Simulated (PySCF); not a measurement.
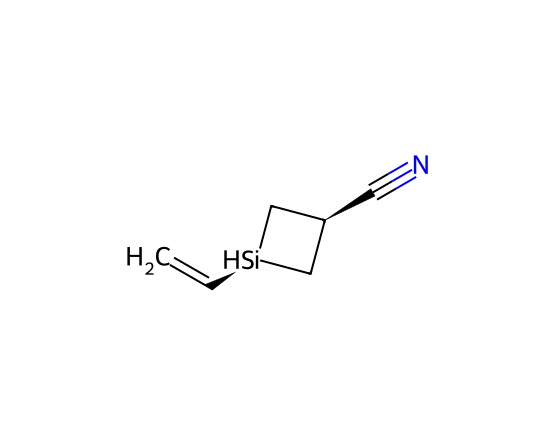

The computed structure is the end point of a GFN2-xTB optimisation. No frequency run is at hand to confirm it as a minimum. Properties computed with CAM-B3LYP/def2-SVPD, gas phase (PySCF 2.14.0). Excitations: vertical, linear response.

### Give the HOMO–LUMO gap at this level.

9.18 eV.

### What is the mean static polarisability?

94.0 bohr³.

### Give the HOMO energy (Kohn–Sham orbital) at this level.

−9.22 eV.

### What is the brightest of the 8 lowest singlets?

6.32 eV.

The geometry is semi-empirical. Around Si such bond lengths and angles can be off by a tenth of an ångström or more and by several degrees, and values that hang on the shape move with them.
